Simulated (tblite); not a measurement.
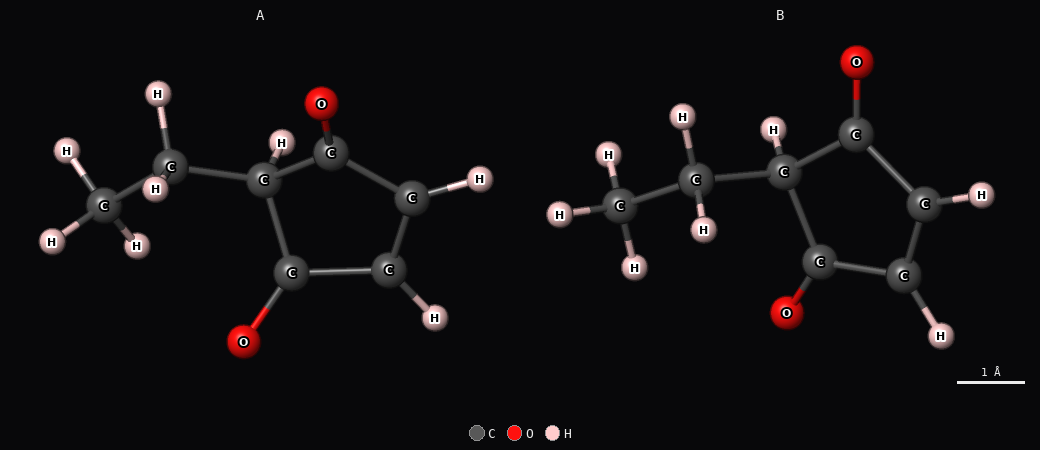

Two geometries of C7H8O2, drawn at one scale. One is the start of a relaxation, the other its converged end. Style: ball-and-stick. Shown at a tilt.

These are results of GFN2-xTB geometry optimisation, gas phase in tblite 0.8.0, not measurements. 

> Which of the two is the end point?

Structure B is the relaxed one. The atom that moves furthest after the best rigid fit is an O atom (1.18 Å). Largest moves by element: O 1.18 Å, H 0.76 Å, C 0.48 Å. Among the contacts that change: C–O 1.276 → 1.203 Å, C–O 1.251 → 1.203 Å, C–C 1.496 → 1.541 Å, C–C 1.477 → 1.519 Å. Bond angles that change, for instance: C–C–H 115.5° → 108.9°, C–C–H 105.0° → 110.8°, C–C–H 114.0° → 108.4°. Groups turn about C–C by about 50°, C–C by about 45°, C–C by about 45°. The energy falls by 0.901 eV in 122 geometry steps.
